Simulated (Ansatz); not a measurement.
# H7NOSi2: what the fields show

Input file:

```
crystal:
  periodic: [false, false, false]
  atoms:
    - { symbol: Si, position_ang: [0.0, 0.0, 0.0] }
    - { symbol: O, position_ang: [0.0, 0.0, 1.68] }
    - { symbol: Si, position_ang: [-1.3147, -0.4067, 2.6436] }
    - { symbol: H, position_ang: [-2.239, -1.2403, 1.8804] }
    - { symbol: H, position_ang: [-0.8506, -1.1432, 3.8157] }
    - { symbol: H, position_ang: [-1.9987, 0.8095, 3.0733] }
    - { symbol: "N", position_ang: [1.7163, 0.0, -0.6061] }
    - { symbol: H, position_ang: [2.2145, -0.918, -0.7868] }
    - { symbol: H, position_ang: [2.2175, 0.918, -0.7783] }
    - { symbol: H, position_ang: [-0.6877, 1.1914, -0.4862] }
    - { symbol: H, position_ang: [-0.6877, -1.1914, -0.4862] }
basis:
  gaussian: { orbitals: def2-SVP }
hamiltonian:
  xc: b3lyp
  dispersion: d4
relax:
  f_tol: 0.02
  max_steps: 40
output:
  orbitals: {}
```

Run with:

```sh
ansatz run input.yaml --threads 2 --pin off --max-ram 3072MiB --backend cpu --events-out ev --progress --plain --runs-dir out
```

The fields are those of the run's last geometry, not of the input's.

These are results of RKS B3LYP-D4/def2-SVP in Ansatz 0.2.0, not measurements.

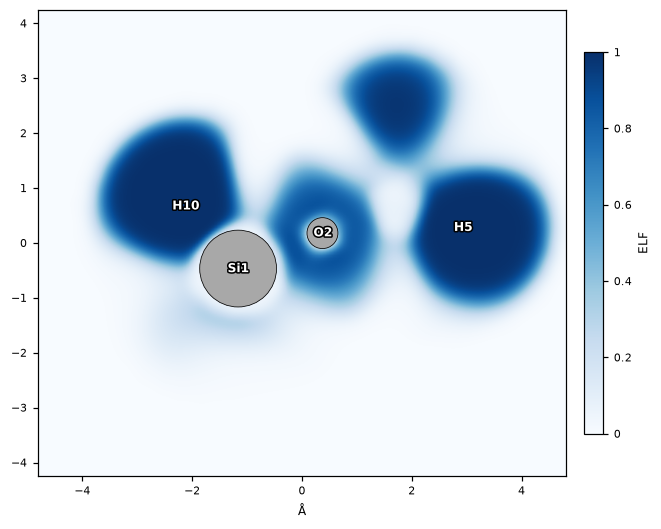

Figure 1. Electron localisation function on the plane of atoms O2, Si1 and H10. Grey discs cover the atomic cores.

### Read the bonding off the picture.

Atoms in the plane: Si, O and H. Si–O (1.67 Å): the ELF peaks at about 0.85 between the atoms (a polar covalent bond). Si–H (1.49 Å): the ELF climbs to about 1 towards the hydrogen, as it does in any bond to H. The ELF also peaks beside O2, away from the bonds: lone-pair regions.

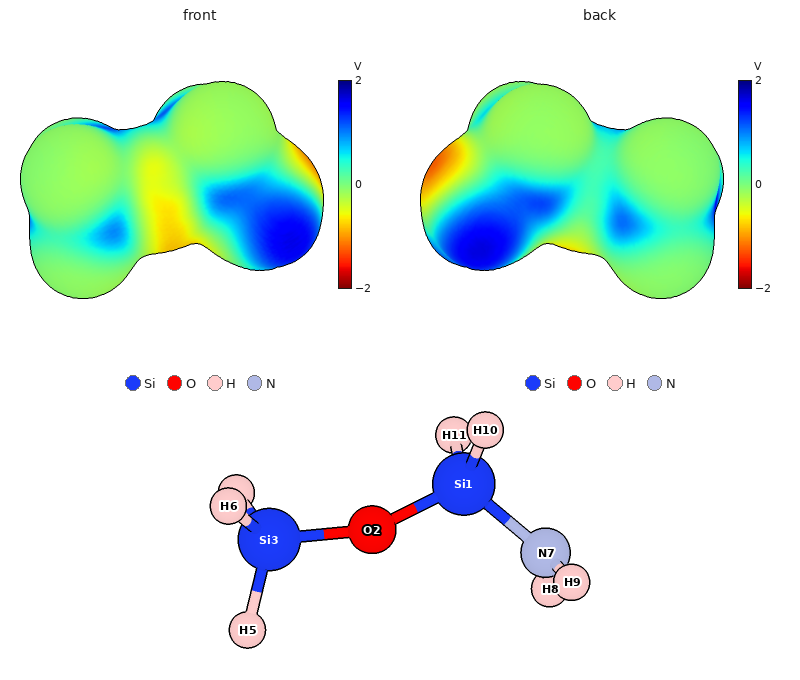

Figure 2. The electrostatic potential painted on the density surface at 0.002 e/bohr³, seen from the front and from behind; red is negative and blue positive. The bare structure is drawn below in the same view.

### Where is the surface potential most negative and most positive?

The most negative region (about −1.1 V, or −25 kcal/mol for a unit charge) lies over N7, the most positive (about +1.6 V, or +37 kcal/mol for a unit charge) over H8 and H9. N7 is the likeliest acceptor of a hydrogen bond.

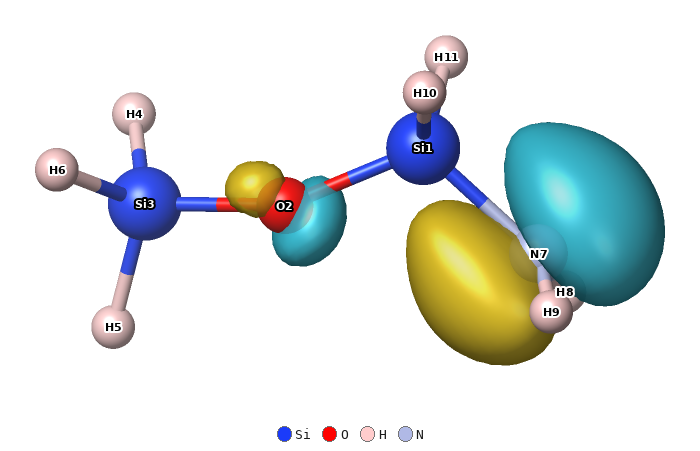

Figure 3. The HOMO at ±0.15 Å⁻³ᐟ² (yellow and cyan are the two phases), seen at a tilt.

### Describe this orbital and give its energy.

Its weight (Hirshfeld) is mainly on N7 (about 70 %); largely a lone pair of N7. Its energy is −7.28 eV.
